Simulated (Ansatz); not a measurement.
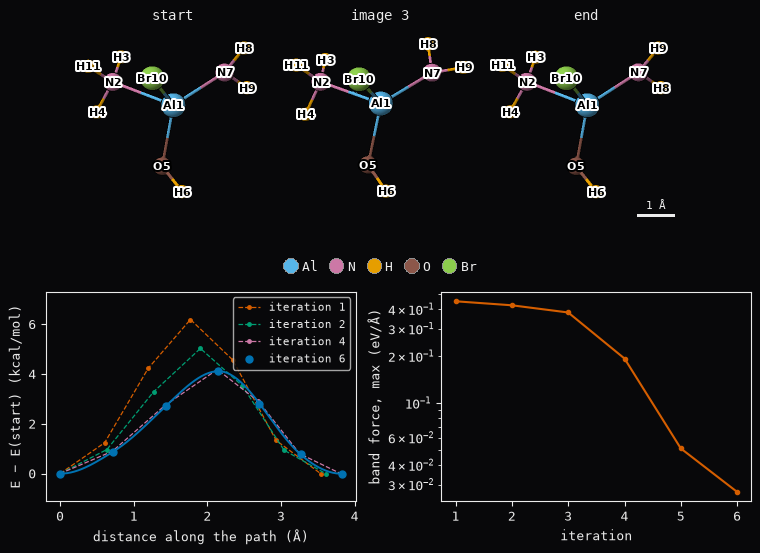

A search for the minimum-energy path of AlN2H6OBr by the nudged elastic band. Images are numbered from 0 (start) to 6 (end). The plot follows the band through its iterations. A ball-and-stick model, seen from a free direction.

The calculation used Ansatz 0.2.0, RKS PBE/def2-SVP. Settings: 5 movable images; climbing image; force threshold 0.05 eV/Å; iteration limit 60; starting path by straight interpolation.

> Judge this run.

The run is converged, with reservations. The band converged in 6 iterations. The largest component of the band force went from 0.45 to 0.027 eV/Å. The climbing image converged on the top of the path. Its curvatures weren't checked. The straight starting path can push atoms close together and costs iterations. The first iteration put the highest image at 6.19 kcal/mol. The two ends have the same energy, and the highest point, image 3, lies 4.12 kcal/mol above the start.
